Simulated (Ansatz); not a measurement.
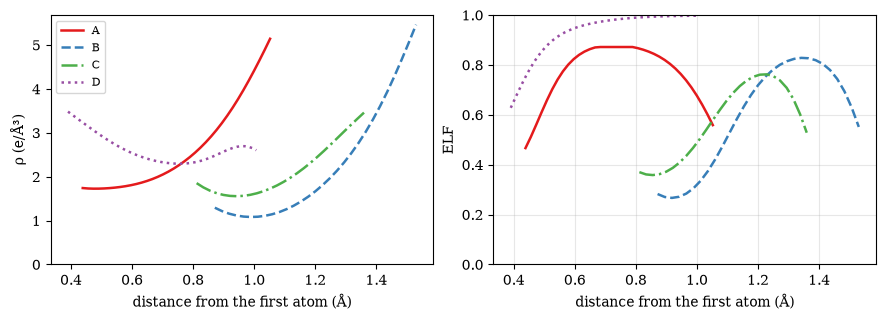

*C$_{2}$H$_{8}$N$_{2}$O$_{2}$W. Electron density and electron localisation function along straight lines between neighbouring atoms. The curves leave out the atomic cores.*

Geometry: PBE0-D4/def2-TZVP; core potentials replace the inner electrons of W.

The calculation used RKS PBE0-D4/def2-TZVPP (Ansatz 0.2.0).

Input file:

```
crystal:
  periodic: [false, false, false]
  atoms:
    - {symbol: C, position_ang: [1.856358, -1.199011, 1.869298]}
    - {symbol: O, position_ang: [1.181770, -0.194981, 1.159865]}
    - {symbol: W, position_ang: [0.144247, -0.117967, -0.409340]}
    - {symbol: N, position_ang: [0.031070, -1.739721, -1.067574]}
    - {symbol: N, position_ang: [0.895639, 0.993201, -1.539502]}
    - {symbol: O, position_ang: [-1.588327, 0.515003, -0.031313]}
    - {symbol: C, position_ang: [-2.366009, 1.610026, -0.435153]}
    - {symbol: H, position_ang: [1.628696, -1.097339, 2.934223]}
    - {symbol: H, position_ang: [1.554598, -2.195787, 1.533238]}
    - {symbol: H, position_ang: [2.936331, -1.087889, 1.731461]}
    - {symbol: H, position_ang: [0.100874, -2.469440, -1.757319]}
    - {symbol: H, position_ang: [1.370483, 1.285536, -2.377485]}
    - {symbol: H, position_ang: [-1.759701, 2.360655, -0.951316]}
    - {symbol: H, position_ang: [-3.161623, 1.271289, -1.105871]}
    - {symbol: H, position_ang: [-2.824405, 2.066414, 0.446788]}
basis:
  gaussian: {orbitals: def2-TZVPP}
hamiltonian: {xc: pbe0, dispersion: d4}
output: {orbitals: {seedname: orbitals}}
```

Run with:

```sh
ansatz run in.yaml --threads 2 --pin off --events-out ev --progress --plain --max-ram 20480MiB --backend cuda --devices 0, --max-vram 18GiB
```

> Which curve belongs to which contact (C–O, N–H, W–N and W–O)? The first atom named is at distance zero.

Curve A: C–O (1.40 Å): ρ is about 2.1 e/Å³ halfway, with its minimum of 1.7 e/Å³ about 0.5 Å from C; the ELF peaks at about 0.85 between the atoms (a polar covalent bond). Curve B: W–O (1.88 Å): ρ is about 1.1 e/Å³ halfway; the ELF peaks at about 0.85 in the valence shell of O, 0.5 Å from its nucleus, and drops to about 0.25 between the two atoms. Curve C: W–N (1.75 Å): the density is about 1.6 e/Å³ at the midpoint; the ELF peaks at about 0.75 in the valence shell of N, 0.5 Å from its nucleus, and drops to about 0.35 between the two atoms. Curve D: N–H (1.01 Å): the density is about 2.9 e/Å³ at the midpoint; the ELF climbs to about 1 towards the hydrogen, as it does in any bond to H (an ordinary covalent bond to hydrogen).
